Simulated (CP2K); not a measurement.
# GFN1-xTB run of CH2BF3O (SMILES OC(F)B(F)F)

Aim: the vertical ionisation energy of CH2BF3O at GFN1-xTB, from 2 runs. 

The calculation is run with CP2K 2026.2.

2 further runs of the same task are left out: 2 set aside as unsound or not needed.

### 1 Starting point

The species is CH2BF3O (8 atoms), meant as a singlet with charge 0. SMILES: `OC(F)B(F)F`. Geometry: relaxed at PBE0-D4/def2-TZVP. This is one conformer, not always the lowest.

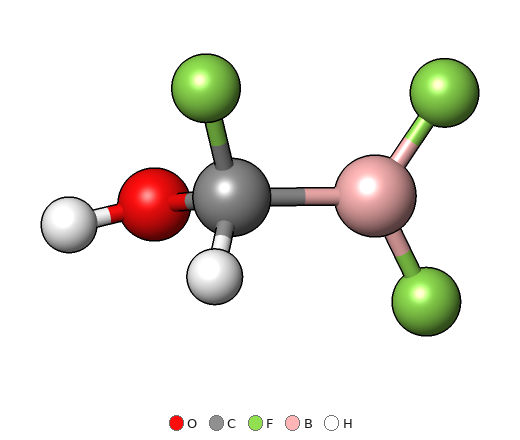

The structure, seen from a chosen angle (oxygen red, carbon grey, fluorine green, boron pink, hydrogen white).

### 2 The energy at GFN1-xTB

job.inp

```
&global
  project job
  run_type ENERGY
  print_level MEDIUM
&end global

&force_eval
  method QUICKSTEP
  &dft
    &qs
      method XTB
      eps_default 1.0E-10
      &xtb
        gfn_type 1
        check_atomic_charges F
      &end xtb
    &end qs
    &poisson
      periodic NONE
      poisson_solver ANALYTIC
    &end poisson
    &scf
      scf_guess ATOMIC
      eps_scf 1.0E-07
      max_scf 100
      added_mos 4
      &diagonalization
        algorithm STANDARD
      &end diagonalization
      &mixing
        method BROYDEN_MIXING
        alpha 0.2
        nbuffer 8
      &end mixing
      &smear ON
        method FERMI_DIRAC
        electronic_temperature [K] 300
      &end smear
    &end scf
    # extra output
    &print
      &moments
        periodic F
        reference COM
        max_moment 1
      &end moments
      &mo ON
        energies T
        occupation_numbers T
        ndigits 6
        &each
          qs_scf 0
        &end each
        add_last NUMERIC
      &end mo
      &hirshfeld OFF
      &end hirshfeld
    &end print
  &end dft
  # atoms, cell and kinds
  &subsys
    # box in angstrom
    &cell
      abc 12.4 13.9 12.7
      periodic NONE
    &end cell
    &coord
      O     -0.197300    -1.323900     0.466200
      C      0.446500    -0.164100     0.086400
      F      1.166700     0.362800     1.146700
      B     -0.673500     0.866000    -0.392200
      F     -1.258000     0.689100    -1.556000
      F     -1.023000     1.898300     0.333000
      H      0.445400    -2.033100     0.566400
      H      1.185400    -0.352200    -0.706200
    &end coord
    &topology
      &center_coordinates
      &end center_coordinates
    &end topology
  &end subsys
&end force_eval
```

The run is started by

```bash
$ OMP_NUM_THREADS=1 cp2k.psmp -i job.inp > job.out 2>&1
```

Standard output:

```text
CP2K| version string:                                       CP2K version 2026.2
[...]
 GLOBAL| Method name                                                        CP2K
[...]
 GLOBAL| Run type                                                         ENERGY
[...]
                             - Atoms:                                          8
[...]
                             - Spherical basis functions:                     28
[...]
 Number of electrons:                                                         36
[...]
     1 NoMix/Diag. 0.20E+00    0.0     0.54233394       -24.5684448054 -2.46E+01
[...]
    46 Broy./Diag. 0.20E+00    0.0     0.00000006       -24.8098498190 -5.65E-08
  *** SCF run converged in    46 steps ***
[...]
  Fermi energy:                                                -0.29414925779162
[...]
 TB_DIPOLE| Moment [Debye]          1.43925340      -1.56505611      -1.39962172
 TB_DIPOLE| Derivative [a.u.]       0.00000000       0.00000000       0.00000000
[...]
 ENERGY| Total FORCE_EVAL ( QS ) energy [hartree]            -24.809849819029889
[...]
```

Wall time 0.3 s (1 thread of Arm Neoverse V2, shared host).

### 3 The doublet cation, same level

calc.inp

```
&GLOBAL
  PROJECT_NAME calc
  RUN_TYPE ENERGY
  PRINT_LEVEL MEDIUM
&END GLOBAL
&FORCE_EVAL
  METHOD Quickstep
  &DFT
    CHARGE 1
    MULTIPLICITY 2
    UNRESTRICTED_KOHN_SHAM T
    &QS
      METHOD XTB
      EPS_DEFAULT 1.0E-10
      &XTB
        GFN_TYPE 1
        CHECK_ATOMIC_CHARGES F
      &END XTB
    &END QS
    &POISSON
      PERIODIC NONE
      POISSON_SOLVER ANALYTIC
    &END POISSON
    # self-consistent field
    &SCF
      SCF_GUESS ATOMIC
      EPS_SCF 1.0E-07
      MAX_SCF 100
      ADDED_MOS 4
      &DIAGONALIZATION
        ALGORITHM STANDARD
      &END DIAGONALIZATION
      &MIXING
        METHOD BROYDEN_MIXING
        ALPHA 0.2
        NBUFFER 8
      &END MIXING
      &SMEAR ON
        METHOD FERMI_DIRAC
        ELECTRONIC_TEMPERATURE [K] 300
        FIXED_MAGNETIC_MOMENT 1.0
      &END SMEAR
    &END SCF
    # extra output
    &PRINT
      &MOMENTS
        PERIODIC F
        REFERENCE COM
        MAX_MOMENT 1
      &END MOMENTS
      &MO ON
        ENERGIES T
        OCCUPATION_NUMBERS T
        NDIGITS 6
        &EACH
          QS_SCF 0
        &END EACH
        ADD_LAST NUMERIC
      &END MO
      &HIRSHFELD OFF
      &END HIRSHFELD
    &END PRINT
  &END DFT
  &SUBSYS
    # vacuum box
    &CELL
      ABC 12.4 13.9 12.7
      PERIODIC NONE
    &END CELL
    &COORD
      O     -0.197300    -1.323900     0.466200
      C      0.446500    -0.164100     0.086400
      F      1.166700     0.362800     1.146700
      B     -0.673500     0.866000    -0.392200
      F     -1.258000     0.689100    -1.556000
      F     -1.023000     1.898300     0.333000
      H      0.445400    -2.033100     0.566400
      H      1.185400    -0.352200    -0.706200
    &END COORD
    &TOPOLOGY
      &CENTER_COORDINATES
      &END CENTER_COORDINATES
    &END TOPOLOGY
  &END SUBSYS
&END FORCE_EVAL
```

The run is started by

```bash
$ OMP_NUM_THREADS=1 cp2k.psmp -i calc.inp -o calc.out
```

Standard output:

```text
CP2K| version string:                                       CP2K version 2026.2
[...]
 GLOBAL| Method name                                                        CP2K
[...]
 GLOBAL| Run type                                                         ENERGY
[...]
                             - Atoms:                                          8
[...]
                             - Spherical basis functions:                     28
[...]
 Number of electrons:                                                         18
[...]
     1 NoMix/Diag. 0.20E+00    0.0     0.89172193       -23.7335168219 -2.37E+01
[...]
    92 Broy./Diag. 0.20E+00    0.0     0.00000006       -24.1927846870  1.68E-07
  *** SCF run converged in    92 steps ***
[...]
  Fermi energy:                                                -0.66403097635272
[...]
 TB_DIPOLE| Moment [Debye]          3.05327311      -3.01463552      -1.54375614
 TB_DIPOLE| Derivative [a.u.]       0.00000000       0.00000000       0.00000000
[...]
 ENERGY| Total FORCE_EVAL ( QS ) energy [hartree]            -24.192784686995086
[...]
```

Wall time 0.4 s (1 thread of Arm Neoverse V2, shared host).

### 4 What came out

Level: GFN1-xTB.

| quantity | value |
| --- | --- |
| singlet CH2BF3O: total energy | -24.80985 Eh |
| singlet CH2BF3O: dipole moment (from atomic charges alone) | 2.55 D |
| singlet CH2BF3O: HOMO energy | -13.07 eV |
| singlet CH2BF3O: LUMO energy | -7.13 eV |
| singlet CH2BF3O: HOMO–LUMO gap | 5.95 eV |
| singlet CH2BF3O: dispersion energy | -4.53 kJ/mol |
| doublet cation: total energy | -24.19278 Eh |
| doublet cation: HOMO energy (highest over α and β) | -20.50 eV |
| doublet cation: LUMO energy (lowest over α and β) | -20.50 eV |
| doublet cation: dispersion energy | -4.53 kJ/mol |
| vertical ionisation energy (to the doublet cation) | 16.791 eV |

**Reading.** The vertical ionisation energy comes to 16.79 eV (1620 kJ/mol). No empirical shift is applied, and without it xTB methods put this difference several eV too high. The dipole (singlet CH2BF3O) comes from point charges on the atoms alone, without atomic dipoles, so it is partial.
